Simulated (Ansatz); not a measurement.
# C6H17NO3Zr (SMILES C[O][Zr]([OH])([NH]C(C)(C)C)[O]C): what the fields show

Input

```
crystal:
  periodic: [false, false, false]
  atoms:
    - {symbol: C, position_ang: [-0.905386, 1.235147, -4.054262]}
    - {symbol: O, position_ang: [-0.773420, 0.709576, -2.777470]}
    - {symbol: Zr, position_ang: [-0.600850, -0.425357, -1.233396]}
    - {symbol: O, position_ang: [-2.207271, -1.480544, -0.943267]}
    - {symbol: N, position_ang: [-0.291243, 0.886990, 0.307277]}
    - {symbol: C, position_ang: [-0.003988, 0.662301, 1.716357]}
    - {symbol: C, position_ang: [0.021771, -0.842592, 1.963570]}
    - {symbol: C, position_ang: [-1.091427, 1.299964, 2.580411]}
    - {symbol: C, position_ang: [1.355620, 1.259421, 2.078148]}
    - {symbol: O, position_ang: [0.903893, -1.625869, -1.385663]}
    - {symbol: C, position_ang: [1.953678, -2.527025, -1.369696]}
    - {symbol: H, position_ang: [-1.875327, 0.968348, -4.489391]}
    - {symbol: H, position_ang: [-0.116835, 0.861112, -4.717324]}
    - {symbol: H, position_ang: [-0.834759, 2.328241, -4.025054]}
    - {symbol: H, position_ang: [-3.042212, -1.804387, -0.622822]}
    - {symbol: H, position_ang: [-0.324466, 1.880274, 0.103795]}
    - {symbol: H, position_ang: [0.220930, -1.063725, 3.014178]}
    - {symbol: H, position_ang: [-0.940806, -1.295416, 1.704466]}
    - {symbol: H, position_ang: [0.804728, -1.321002, 1.367301]}
    - {symbol: H, position_ang: [-1.136575, 2.378600, 2.404461]}
    - {symbol: H, position_ang: [-0.900772, 1.140818, 3.645704]}
    - {symbol: H, position_ang: [-2.067293, 0.876259, 2.333074]}
    - {symbol: H, position_ang: [1.362123, 2.337329, 1.892365]}
    - {symbol: H, position_ang: [1.595400, 1.098652, 3.133275]}
    - {symbol: H, position_ang: [2.140756, 0.806907, 1.468421]}
    - {symbol: H, position_ang: [1.588852, -3.555290, -1.479576]}
    - {symbol: H, position_ang: [2.510892, -2.463944, -0.426279]}
    - {symbol: H, position_ang: [2.653976, -2.324778, -2.188600]}
basis:
  gaussian: {orbitals: def2-TZVPP}
hamiltonian: {xc: pbe0, dispersion: d4}
output: {orbitals: {seedname: orbitals}}
```

Launched as:

```sh
ansatz run in.yaml --threads 10 --pin off --events-out ev --progress --plain --max-ram 110592MiB --backend cuda --devices 0, --max-vram 75GiB
```

Geometry: PBE0-D4/def2-TZVP; core potentials replace the inner electrons of Zr.

Method: RKS PBE0-D4/def2-TZVPP (Ansatz).

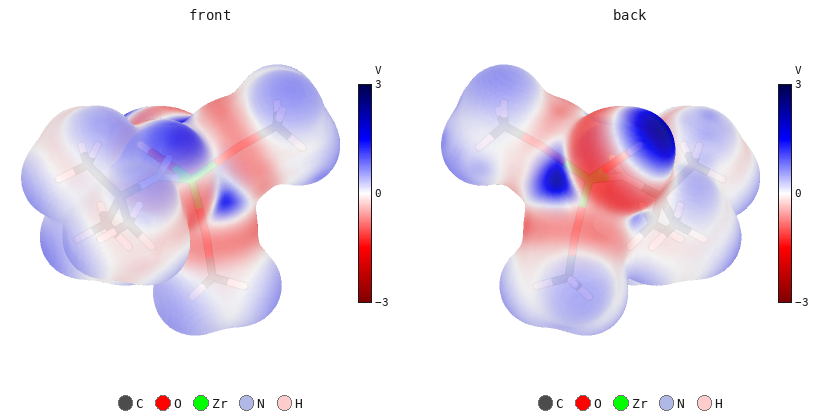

Figure 1. The molecular electrostatic potential painted on the density surface at 0.002 e/bohr³, seen from the front and from behind; red is negative and blue positive.

Where is the surface potential most negative and most positive?

The most negative region (about −1.2 V) lies over O4, the most positive (about +2.1 V) over Zr3 and H15. O4 is the likeliest acceptor of a hydrogen bond.

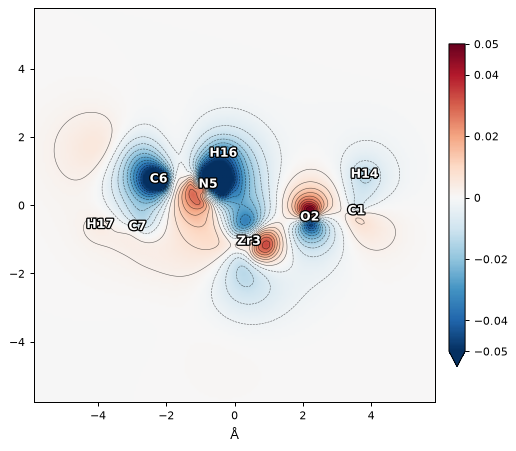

Figure 2. The HOMO on the plane of atoms O2, Zr3 and N5 (values in Å⁻³ᐟ²; the overall sign is arbitrary).

Describe this orbital and give its energy.

By Hirshfeld shares it lies mainly on N5 (about 55 %), Zr3 (about 10 %) and C6 (about 5 %). Its energy is −6.30 eV.

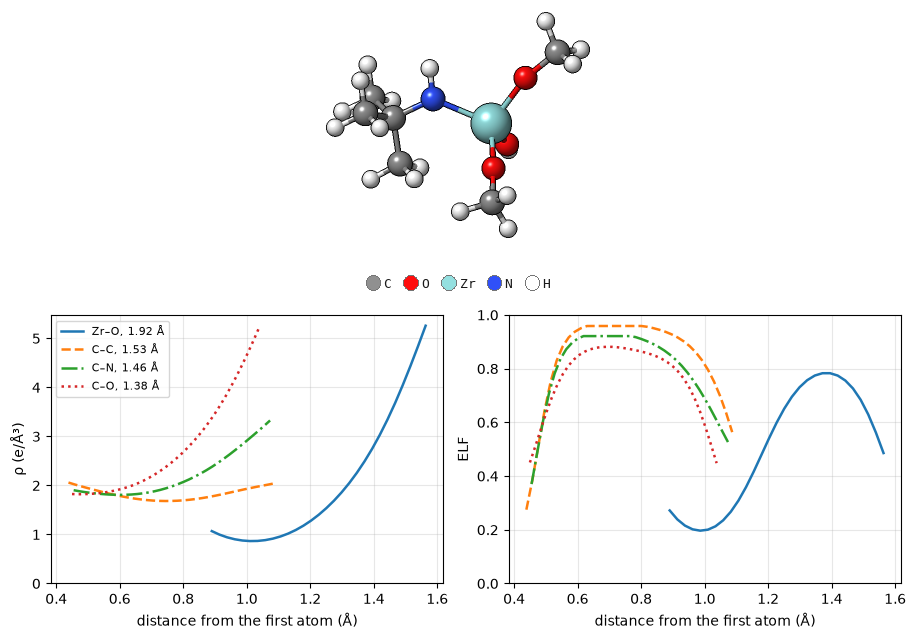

Figure 3. Electron density and electron localisation function along straight lines between neighbouring atoms. The curves leave out the atomic cores. The structure is drawn too.

Compare the contacts.

Zr–O (1.92 Å): the density is about 0.9 e/Å³ at the midpoint; the ELF peaks at about 0.80 in the valence shell of O, 0.5 Å from its nucleus, and drops to about 0.20 between the two atoms.
C–C (1.53 Å): the density is about 1.7 e/Å³ at the midpoint; the ELF peaks at about 0.95 between the atoms: a shared electron pair.
C–N (1.46 Å): the density is about 1.9 e/Å³ at the midpoint; the ELF peaks at about 0.90 between the atoms; a covalent bond.
C–O (1.38 Å): the density is about 2.2 e/Å³ at the midpoint, with its minimum of 1.8 e/Å³ about 0.5 Å from C; the ELF peaks at about 0.90 between the atoms, as expected for a polar covalent bond.

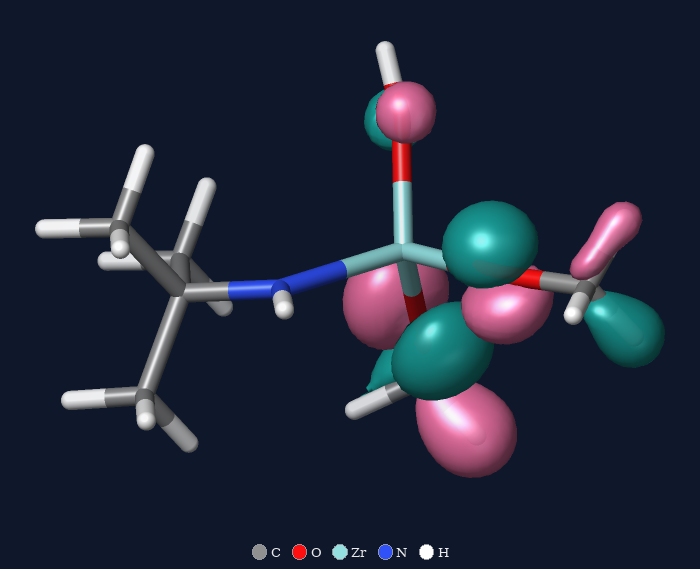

Figure 4. The HOMO−1 at ±0.15 Å⁻³ᐟ² (teal and pink are the two phases), seen from one side.

Where does this orbital lie, and at what energy?

By Hirshfeld shares it lies mainly on O10 (about 40 %), O2 (about 20 %), C11 (about 10 %) and H28 (about 5 %). Its energy is −7.67 eV.
